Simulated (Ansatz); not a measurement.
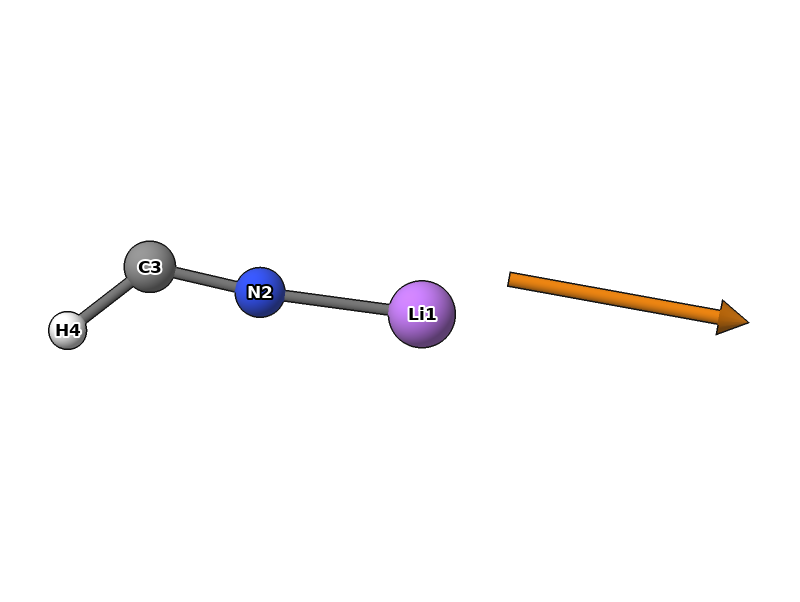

The arrow beside the molecule shows the direction of the dipole moment, from the negative to the positive end (its length means nothing). Charge 0, doublet. Computed geometry: PBE0-D4/def2-TZVP optimisation. No frequency run is at hand to confirm it as a minimum. Level of theory: UKS PBE0-D4/def2-TZVP (Ansatz 0.2.0).

How large is the dipole moment?

Answer. 5.66 D; it points from the side of H4 to the side of Li1 (the outermost atoms at the two ends).
